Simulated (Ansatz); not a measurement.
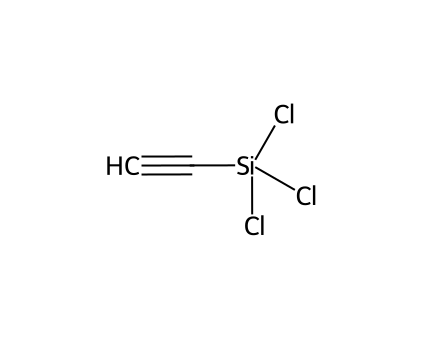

The drawing above gives the connectivity. The computed structure is the end point of a PBE-D4/def2-SVP optimisation. No frequency run is at hand to confirm it as a minimum.

What does the molecule look like in three dimensions?

The molecule is C2HCl3Si. SMILES: `C#C[Si](Cl)(Cl)Cl`. It has no ring. Among its groups: alkyne. This geometry has C3v symmetry. Coordination: 2 C linear; 1 Si tetrahedral.

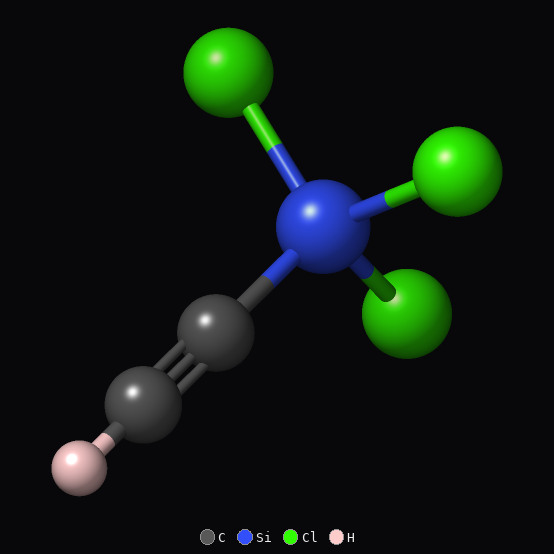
